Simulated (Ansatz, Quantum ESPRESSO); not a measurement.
# Gd3Al (Pm-3m): zone-centre phonons, part 2 of 3

Aim: the zone-centre modes of Gd3Al (Pm-3m).

Quantum ESPRESSO 7.5; DFT PBEsol, scalar-relativistic, plane waves, PseudoDojo norm-conserving, 4f in core pseudopotentials.

So far. Step 2 (A probe with smearing): No gap opens on this mesh, so smearing is kept; the start stands at -2.8 GPa. Step 4 (Ground state): The cell stands at -0.13 GPa, close enough for phonons. The relaxed cell has a = 4.706 Å (conventional setting).

## Step 5: Zone-centre response

At q = 0 one unit cell holds all displacements; symmetry groups them into irreducible representations that are solved one by one. With smeared occupations no response to a homogeneous field can be asked.

Input file ph.in:

```
phonons
&inputph
   prefix = 'x'
   outdir = './tmp'
   fildyn = 'g.dyn'
   tr2_ph = 1.0d-18
   alpha_mix(1) = 0.4
   nmix_ph = 8
/
0.000000000 0.000000000 0.000000000
```

Run with:

```bash
> OMP_NUM_THREADS=1 mpirun -n 4 ph.x -nk 4 -in ph.in > ph.out
```

What it wrote:

```text
[banners, grids, parts of the stress and lines that vanish by symmetry left out]
[banner, memory and clock lines left out]
Program PHONON v.7.5

     ./tmp/x.save/

     IMPORTANT: XC functional enforced from input :
     Exchange-correlation= PBESOL
                           (   1   4  10   8   0   0   0)
     Any further DFT definition will be discarded
     Please, verify this is what you really want

     G-vector sticks info

     Reading collected, re-writing distributed wavefunctions in ./tmp/

     Number and degeneracy of irreps per q-point
       N         xq(1)         xq(2)         xq(3)   N irreps
       1   0.000000000   0.000000000   0.000000000       4
        3   3   3   3

     Calculation of q =    0.0000000   0.0000000   0.0000000

     phonons

     bravais-lattice index     =            0
     lattice parameter (alat)  =       8.8929  a.u.
     unit-cell volume          =     703.2940 (a.u.)^3
     number of atoms/cell      =            4
     number of atomic types    =            2
     kinetic-energy cut-off    =      44.0000  Ry
     charge density cut-off    =     176.0000  Ry
     convergence threshold     =      1.0E-18
     beta                      =       0.4000
     number of iterations used =            8
     Exchange-correlation= PBESOL
                           (   1   4  10   8   0   0   0)

     celldm(1)=    8.89295  celldm(2)=    0.00000  celldm(3)=    0.00000
     celldm(4)=    0.00000  celldm(5)=    0.00000  celldm(6)=    0.00000

     crystal axes: (cart. coord. in units of alat)
               a(1) = (  1.0000  0.0000  0.0000 )
               a(2) = (  0.0000  1.0000  0.0000 )
               a(3) = (  0.0000  0.0000  1.0000 )

     reciprocal axes: (cart. coord. in units 2 pi/alat)
               b(1) = (  1.0000  0.0000  0.0000 )
               b(2) = (  0.0000  1.0000  0.0000 )
               b(3) = (  0.0000  0.0000  1.0000 )

     Atoms inside the unit cell:

     Cartesian axes

     site n.  atom      mass           positions (alat units)
        1  Gd    157.2500   tau(    1) = (    0.00000    0.50000    0.50000  )
        2  Gd    157.2500   tau(    2) = (    0.50000    0.00000    0.50000  )
        3  Gd    157.2500   tau(    3) = (    0.50000    0.50000    0.00000  )
        4  Al     26.9815   tau(    4) = (    0.00000    0.00000    0.00000  )

     Computing dynamical matrix for
                    q = (   0.0000000   0.0000000   0.0000000 )

     49 Sym.Ops. (with q -> -q+G )

     G cutoff =  352.5691  (  27633 G-vectors)     FFT grid: ( 40, 40, 40)

     number of k points=    20  Marzari-Vanderbilt smearing, width (Ry)=  0.0200
                       cart. coord. in units 2pi/alat
        k(    1) = (   0.0000000   0.0000000   0.0000000), wk =   0.0092593
        k(    2) = (   0.0000000   0.0000000   0.1666667), wk =   0.0555556
        k(    3) = (   0.0000000   0.0000000   0.3333333), wk =   0.0555556
        [... further k-points left out ...]

     PseudoPot. # 1 for Gd read from file:
     ./pseudo/Gd.upf
     Pseudo is Norm-conserving + core correction, Zval = 11.0
     Using radial grid of 1776 points,  7 beta functions with:
                l(1) =   0
                l(2) =   0
                l(3) =   1
                l(4) =   1
                l(5) =   2
                l(6) =   2
                l(7) =   3

     PseudoPot. # 2 for Al read from file:
     ./pseudo/Al.upf
     Pseudo is Norm-conserving + core correction, Zval =  3.0
     Using radial grid of 1876 points,  6 beta functions with:
                l(1) =   0
                l(2) =   0
                l(3) =   1
                l(4) =   1
                l(5) =   2
                l(6) =   2

     Mode symmetry, O_h (m-3m)  point group:

     Atomic displacements:
     There are    4 irreducible representations

     Representation     1      3 modes -  To be done

     Representation     2      3 modes -  To be done

     Representation     3      3 modes -  To be done

     Representation     4      3 modes -  To be done

     Alpha used in Ewald sum =   1.6000

     Representation #   1 modes #   1   2   3

     Self-consistent Calculation
      thresh= 1.000E-02 alpha_mix =  0.400 |ddv_scf|^2 =  3.394E-06
      thresh= 1.842E-04 alpha_mix =  0.400 |ddv_scf|^2 =  2.982E-07
      thresh= 5.461E-05 alpha_mix =  0.400 |ddv_scf|^2 =  1.310E-09
      thresh= 3.620E-06 alpha_mix =  0.400 |ddv_scf|^2 =  7.951E-11
      thresh= 8.917E-07 alpha_mix =  0.400 |ddv_scf|^2 =  2.693E-12
      thresh= 1.641E-07 alpha_mix =  0.400 |ddv_scf|^2 =  1.280E-13
      thresh= 3.578E-08 alpha_mix =  0.400 |ddv_scf|^2 =  9.777E-15
      thresh= 9.888E-09 alpha_mix =  0.400 |ddv_scf|^2 =  2.079E-16
      thresh= 1.442E-09 alpha_mix =  0.400 |ddv_scf|^2 =  9.021E-18
      thresh= 3.004E-10 alpha_mix =  0.400 |ddv_scf|^2 =  8.476E-19

     End of self-consistent calculation

     Convergence has been achieved

     Representation #   2 modes #   4   5   6

     Self-consistent Calculation
      thresh= 1.000E-02 alpha_mix =  0.400 |ddv_scf|^2 =  3.988E-08
      thresh= 1.997E-05 alpha_mix =  0.400 |ddv_scf|^2 =  3.135E-09
      thresh= 5.599E-06 alpha_mix =  0.400 |ddv_scf|^2 =  1.026E-10
      thresh= 1.013E-06 alpha_mix =  0.400 |ddv_scf|^2 =  9.140E-12
[...]
End of self-consistent calculation

     Convergence has been achieved

     Representation #   3 modes #   7   8   9

     Self-consistent Calculation
[...]
End of self-consistent calculation

     Convergence has been achieved

     Representation #   4 modes #  10  11  12

     Self-consistent Calculation
[...]
thresh= 1.422E-05 alpha_mix =  0.400 |ddv_scf|^2 =  3.330E-10
      thresh= 1.825E-06 alpha_mix =  0.400 |ddv_scf|^2 =  5.722E-12
      thresh= 2.392E-07 alpha_mix =  0.400 |ddv_scf|^2 =  4.572E-13
      thresh= 6.762E-08 alpha_mix =  0.400 |ddv_scf|^2 =  6.108E-15
      thresh= 7.815E-09 alpha_mix =  0.400 |ddv_scf|^2 =  2.647E-17
      thresh= 5.145E-10 alpha_mix =  0.400 |ddv_scf|^2 =  6.494E-18
      thresh= 2.548E-10 alpha_mix =  0.400 |ddv_scf|^2 =  1.852E-20

     End of self-consistent calculation

     Convergence has been achieved

     Number of q in the star =    1
     List of q in the star:
          1   0.000000000   0.000000000   0.000000000

     Diagonalizing the dynamical matrix

     q = (    0.000000000   0.000000000   0.000000000 )

 **************************************************************************
     freq (    1) =      -0.130933 [THz] =      -4.367459 [cm-1]
     freq (    2) =      -0.130933 [THz] =      -4.367459 [cm-1]
     freq (    3) =      -0.130933 [THz] =      -4.367459 [cm-1]
     freq (    4) =       2.348881 [THz] =      78.350230 [cm-1]
     freq (    5) =       2.348881 [THz] =      78.350230 [cm-1]
     freq (    6) =       2.348881 [THz] =      78.350230 [cm-1]
     freq (    7) =       4.111786 [THz] =     137.154422 [cm-1]
     freq (    8) =       4.111786 [THz] =     137.154422 [cm-1]
     freq (    9) =       4.111786 [THz] =     137.154422 [cm-1]
     freq (   10) =       5.503614 [THz] =     183.580813 [cm-1]
     freq (   11) =       5.503614 [THz] =     183.580813 [cm-1]
     freq (   12) =       5.503614 [THz] =     183.580813 [cm-1]
 **************************************************************************

     Mode symmetry, O_h (m-3m)  point group:

     freq (   1-   3) =         -4.4  [cm-1]   --> T_1u G_15  G_4- I
     freq (   4-   6) =         78.4  [cm-1]   --> T_2u G_25  G_5-
     freq (   7-   9) =        137.2  [cm-1]   --> T_1u G_15  G_4- I
     freq (  10-  12) =        183.6  [cm-1]   --> T_1u G_15  G_4- I
```

Run time: 4.6 min. Hardware: 4 MPI ranks of Arm Neoverse V2, shared host; 18 min of CPU time.

Numbers from this step:

```yaml
largest_acoustic_frequency_at_the_zone_centre_before_the_sum_rule: -4.37 cm⁻¹
highest_optical_zone_centre_mode_no_lo_to_term: 183.6 cm⁻¹
lowest_optical_zone_centre_mode: 78.35 cm⁻¹
```

The acoustic modes at Γ come out as far as 4.4 cm⁻¹ from zero, where they should vanish, a small numerical error.

## Step 6: Zone-centre analysis

A rigid shift of the crystal must cost nothing, but grids and finite bases break this; the acoustic sum rule is imposed before the matrix is diagonalised again.

Input file dynmat.in:

```
&input
   fildyn = 'g.dyn'
   asr = 'simple'
   fileig = 'dynmat.eig'
/
```

Run with:

```bash
> dynmat.x -in dynmat.in > dynmat.out
```

What it wrote:

```text
[banner, memory and clock lines left out]
Program DYNMAT v.7.5

     Reading Dynamical Matrix from file g.dyn
     ...Force constants read
     ...epsilon and Z* not read (not found on file)
     A direction for q was not specified:TO-LO splitting will be absent

     Polarizability (A^3 units)
     multiply by 1.000000 for Clausius-Mossotti correction
         0.000000    0.000000    0.000000
         0.000000    0.000000    0.000000
         0.000000    0.000000    0.000000

     IR activities are in (D/A)^2/amu units

# mode   [cm-1]    [THz]      IR
    1     -0.00   -0.0000    0.0000
    2     -0.00   -0.0000    0.0000
    3      0.00    0.0000    0.0000
    4     78.48    2.3527    0.0000
    5     78.48    2.3527    0.0000
    6     78.48    2.3527    0.0000
    7    137.23    4.1140    0.0000
    8    137.23    4.1140    0.0000
    9    137.23    4.1140    0.0000
   10    183.59    5.5039    0.0000
   11    183.59    5.5039    0.0000
   12    183.59    5.5039    0.0000

[end of the log left out, with the tail of the file of modes that dynmat.x writes under the same name]
```

Elapsed: 0.47 s, on 1 thread.

Numbers from this step:

```
lowest optical zone-centre mode : 78.48 cm⁻¹
```

Unit eigenvectors of the mass-weighted matrix after the sum rule; no LO-TO term. Modes at Γ, with each element's share of the kinetic energy:

```tsv
mode	frequency (cm⁻¹)	symmetry	Gd %	Al %
1	0.0	acoustic	95	5
2	0.0	acoustic	95	5
3	0.0	acoustic	95	5
4	78.5	T2u	100	0
5	78.5	T2u	100	0
6	78.5	T2u	100	0
7	137.2	T1u	100	0
8	137.2	T1u	100	0
9	137.2	T1u	100	0
10	183.6	T1u	5	95
11	183.6	T1u	5	95
12	183.6	T1u	5	95
```

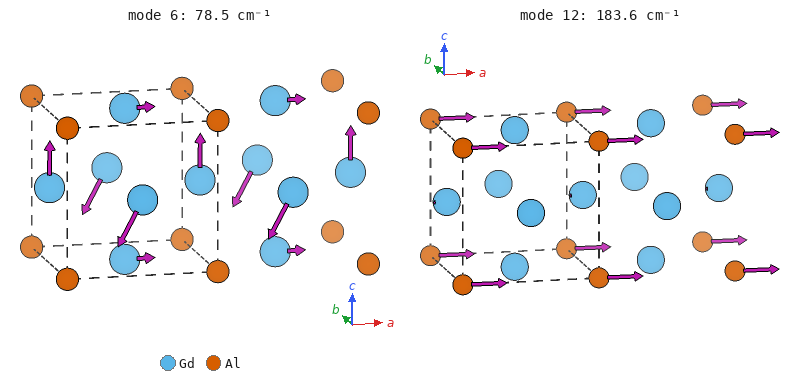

Displacement patterns of modes 6 and 12 at Γ; arrows are exaggerated. 2×1×1 cells are drawn. Some periodic images of atoms are drawn too.

The rule moves no optical mode by more than 0.2 cm⁻¹.

## Step 7: Sum rules set otherwise: a sum rule for molecules or wires on a crystal

This rule also removes rotations, which suits wires and not a crystal; it is tried to see the harm.

Input file dynmat.in:

```
&input
   fildyn = 'g.dyn'
   asr = 'one-dim'
   fileig = 'dynmat.eig'
/
```

Run with:

```bash
> dynmat.x -in dynmat.in > dynmat.out
```

What it wrote:

```text
[banner, memory and clock lines left out]
Program DYNMAT v.7.5

     Reading Dynamical Matrix from file g.dyn
     ...Force constants read
     ...epsilon and Z* not read (not found on file)
asr rotation axis in 1D system=    3
     Acoustic Sum Rule: || Z*(ASR) - Z*(orig)|| =    0.000000E+00
     Acoustic Sum Rule: ||dyn(ASR) - dyn(orig)||=    1.293615E-01
     A direction for q was not specified:TO-LO splitting will be absent

     Polarizability (A^3 units)
     multiply by 1.000000 for Clausius-Mossotti correction
         0.000000    0.000000    0.000000
         0.000000    0.000000    0.000000
         0.000000    0.000000    0.000000

     IR activities are in (D/A)^2/amu units

# mode   [cm-1]    [THz]      IR
    1     -0.00   -0.0000    0.0000
    2     -0.00   -0.0000    0.0000
    3     -0.00   -0.0000    0.0000
    4      0.00    0.0000    0.0000
    5     78.35    2.3489    0.0000
    6     78.35    2.3489    0.0000
    7    115.16    3.4523    0.0000
    8    137.15    4.1118    0.0000
    9    137.15    4.1118    0.0000
   10    171.49    5.1411    0.0000
   11    183.52    5.5019    0.0000
   12    183.52    5.5019    0.0000

[end of the log left out, with the tail of the file of modes that dynmat.x writes under the same name]
```

Wall time 0.47 s (1 thread).

The program raised no error, yet the settings are not those of a careful run.

The fault: a sum rule for molecules or wires on a crystal; 1 optical mode is projected out to zero frequency, as if it were a rotation.

For a crystal the rule has to be 'simple' or 'crystal'.

Zone-centre frequencies as printed; negative means imaginary. Modes:

```tsv
mode	frequency (cm⁻¹)
1	0
2	0
3	0
4	0
5	78.35
6	78.35
7	115.2
8	137.2
9	137.2
10	171.5
11	183.5
12	183.5
```

## Step 8: Sum rules set otherwise (asr crystal)

The rule can be imposed in more than one way; the choices should agree where the raw error is small.

Input file dynmat.in:

```
&input
   fildyn = 'g.dyn'
   asr = 'crystal'
   fileig = 'dynmat.eig'
/
```

Run with:

```bash
> dynmat.x -in dynmat.in > dynmat.out
```

What it wrote:

```text
[banner, memory and clock lines left out]
Program DYNMAT v.7.5

     Reading Dynamical Matrix from file g.dyn
     ...Force constants read
     ...epsilon and Z* not read (not found on file)
     Acoustic Sum Rule: || Z*(ASR) - Z*(orig)|| =    0.000000E+00
     Acoustic Sum Rule: ||dyn(ASR) - dyn(orig)||=    3.973987E-04
     A direction for q was not specified:TO-LO splitting will be absent

     Polarizability (A^3 units)
     multiply by 1.000000 for Clausius-Mossotti correction
         0.000000    0.000000    0.000000
         0.000000    0.000000    0.000000
         0.000000    0.000000    0.000000

     IR activities are in (D/A)^2/amu units

# mode   [cm-1]    [THz]      IR
    1     -0.00   -0.0000    0.0000
    2      0.00    0.0000    0.0000
    3      0.00    0.0000    0.0000
    4     78.35    2.3489    0.0000
    5     78.35    2.3489    0.0000
    6     78.35    2.3489    0.0000
    7    137.15    4.1118    0.0000
    8    137.15    4.1118    0.0000
    9    137.15    4.1118    0.0000
   10    183.52    5.5019    0.0000
   11    183.52    5.5019    0.0000
   12    183.52    5.5019    0.0000

   )
[end of the log left out, with the tail of the file of modes that dynmat.x writes under the same name]
```

Elapsed: 0.47 s, on 1 thread.

Read from the output:

* highest optical zone-centre mode (no LO-TO term): 183.5 cm⁻¹
* lowest optical zone-centre mode: 78.35 cm⁻¹

Zone-centre frequencies as printed; negative means imaginary. Modes:

```tsv
mode	frequency (cm⁻¹)
1	0
2	0
3	0
4	78.35
5	78.35
6	78.35
7	137.2
8	137.2
9	137.2
10	183.5
11	183.5
12	183.5
```

Against the first rule no mode moves by more than 0.2 cm⁻¹.

[end of part 2 of 3]

[Host names and launcher messages were left out of these logs when they were recorded.]

[Logs are printed without paths, hosts, clocks, repeated set-up lines and the standing remarks that a program may print on its own settings, such as how far it seeks lower states.]

[Hosts, paths, dates, database ids (printed as entryN), source tags and the programs' standing remarks are cut or masked in the printed files.]
